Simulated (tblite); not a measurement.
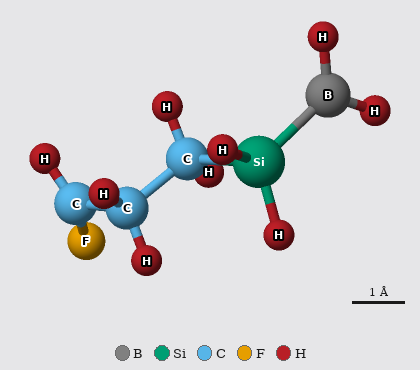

Fig. 1: The structure as given in the input (ball-and-stick view, seen at a tilt). Bond lengths as drawn: B–H 1.17 Å, B–Si 1.95 Å, C–C 1.46 to 1.55 Å, C–F 1.35 Å, C–H 1.08 to 1.09 Å, C–Si 1.93 Å and H–Si 1.48 Å.

## Frequency calculation, with input and output: C₃H₉BFSi

- system: C₃H₉BFSi, multiplicity 2
- method: GFN2-xTB harmonic vibrations, gas phase (tblite 0.8.0)

It belongs to a series of runs on one base structure; here: H removed from sp3 C.

## Log
```
mode    cm-1     km/mol
  1      46.2      1.80
  2      73.8      1.39
  3      86.7      0.38
  4     113.7      0.51
  5     121.9      0.04
  6     219.4      1.43
  7     267.9      3.85
  8     412.1     33.34
  9     433.3      6.61
 10     516.3    159.54
 11     556.4      1.54
 12     637.0     80.22
 13     685.6      6.86
 14     704.3     11.59
 15     718.0     37.82
 16     732.2     58.52
 17     747.1     26.13
 18     844.3    239.76
 19     896.1     62.87
 20     982.9     27.20
 21    1017.3     50.44
 22    1142.2     71.33
 23    1167.4     67.33
 24    1189.6     39.61
 25    1204.5      9.75
 26    1246.3      9.01
 27    1278.9     24.16
 28    1316.5     90.61
 29    1451.6      4.52
 30    1478.4      0.08
 31    2149.0    467.61
 32    2173.5    216.54
 33    2635.3    123.38
 34    2663.9    116.72
 35    2970.2     36.96
 36    2983.2      8.75
 37    2991.7     39.87
 38    3002.8     27.14
 39    3092.3     29.84
```

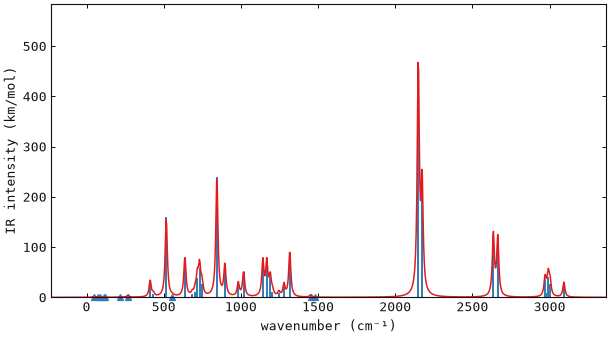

Fig. 2: Harmonic infrared spectrum, unscaled: sticks (degenerate modes added up, dark ones marked on the axis) with a Lorentzian envelope of 16 cm⁻¹ full width, scaled to the tallest stick. 39 modes from 46 to 3092 cm⁻¹, none imaginary. The strongest line is at 2149 cm⁻¹ (468 km/mol).

This output came from the following input.

## The input
```
{"job": {"kind": "ir", "xc": "GFN2-xTB", "basis": "xTB"}, "charge": 0, "multiplicity": 2}
B      2.956796     0.006918    -0.141733
Si     1.295379    -0.383700     0.795363
C     -0.133606     0.158847    -0.378171
C     -1.531735    -0.055620     0.243659
C     -2.556436     0.358864    -0.717624
F     -2.919080    -0.526332    -1.668275
H      3.488037    -0.790011    -0.814729
H      3.445855     1.069965    -0.101091
H      1.030262     0.340696     2.055194
H      0.995669    -1.789162     1.131728
H     -0.019828     1.213121    -0.635965
H     -0.075325    -0.402874    -1.311576
H     -1.656482    -1.109542     0.491324
H     -1.612685     0.538233     1.154044
H     -2.711234     1.378586    -1.030578
```

The first line tells a small driver script what to run in tblite; the rest is the geometry in Å.

Run as:
```bash
OMP_NUM_THREADS=1 python <driver script> task.json out
```

## Summary

- outcome: converged
- total energy: −505.9781 eV
- zero-point energy: 67.1180 kcal/mol
- hardware: 1 CPU thread, shared host
- peak memory: 0.24 GiB
